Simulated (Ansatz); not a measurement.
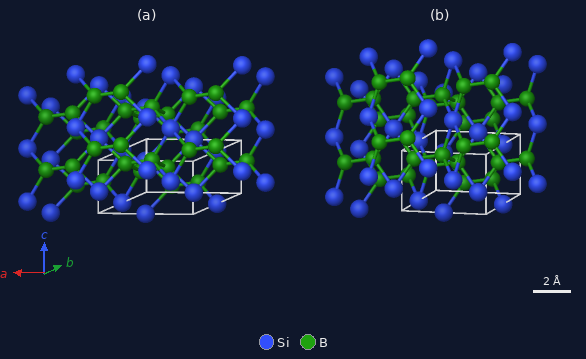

The structure of a crystal of SiB$_{2}$ (a generated structure, set up in Cmmm) before (left) and after (right) a relaxation, at one scale.

Style: ball-and-stick. Shown: the cell of the calculation, repeated 2 × 2 × 2 with one cell outlined, from a free direction.

Computed with Ansatz 0.2.0, DFT PBE, scalar-relativistic, plane waves, PAW. Set-up: plane-wave cutoff 420 eV; k-point mesh 8 × 8 × 12; occupations gaussian; smearing width 0.1 eV; no spin polarisation; cell and atoms relaxed; force threshold 0.01 eV/Å; at most 80 steps.

> Describe what moved and what it gained.

The energy falls by 51.3 meV per atom in 11 accepted moves (13 points after the start). Largest force component: 0.096 eV/Å at the start, 0.00095 eV/Å at the end. Pressure: −0.05 GPa at the start and −0.01 GPa at the end. At 2 points the geometry stayed and the basis and grid were re-selected for the new cell (energy shift of 3.5 meV per atom at most each time). The largest moves relative to the cell, 0.21 Å, are those of B atoms. Si stays in place. Cell: a = b 5.197 → 4.686 Å (−9.8 %), c 3.008 → 3.395 Å (+12.8 %), γ 118.0° → 104.2°. Volume +0.8 %. Some distances before and after: B–B 2.942 → 2.243 Å, Si–Si 3.008 → 3.395 Å, B–B 1.650 → 1.758 Å, B–Si 2.104 → 2.034 Å. Bond angles that change, for instance: Si–B–Si 91.3° → 113.1°, B–Si–B 91.3° → 113.1°, B–Si–B 88.7° → 66.9°. The space group stays Cmmm (No. 65).
